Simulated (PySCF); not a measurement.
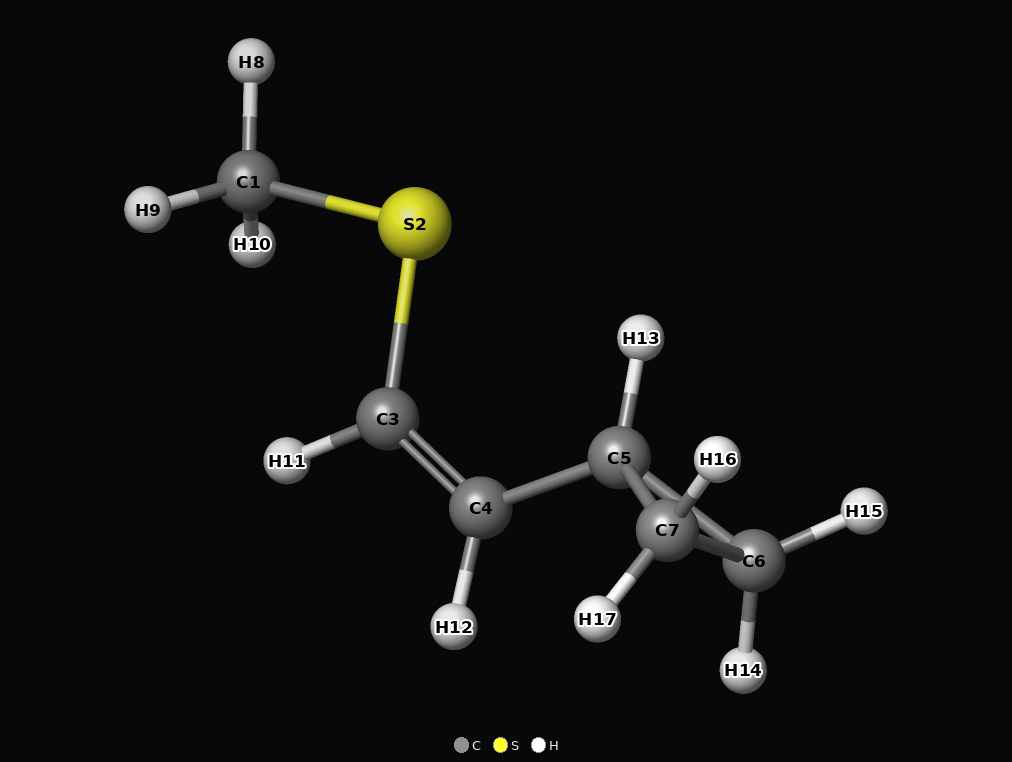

Computed geometry: GFN2-xTB optimisation. No frequency run is at hand to confirm it as a minimum. Electric field gradients from the ground-state density, PBE0/pcSseg-1 (PySCF 2.14.0), non-relativistic apart from any core potentials.

Give the largest field-gradient component, the quadrupole coupling constant and the asymmetry for 33S at S2 (Q = −67.81 mb), 2H at H8 (Q = 2.86 mb), 2H at H9 (Q = 2.86 mb).

```
atom  V_zz (a.u.)  e²qQ/h (MHz)     η
  S2       −2.769          44.1  0.72
  H8        0.317         0.213  0.05
  H9        0.313         0.210  0.03
```
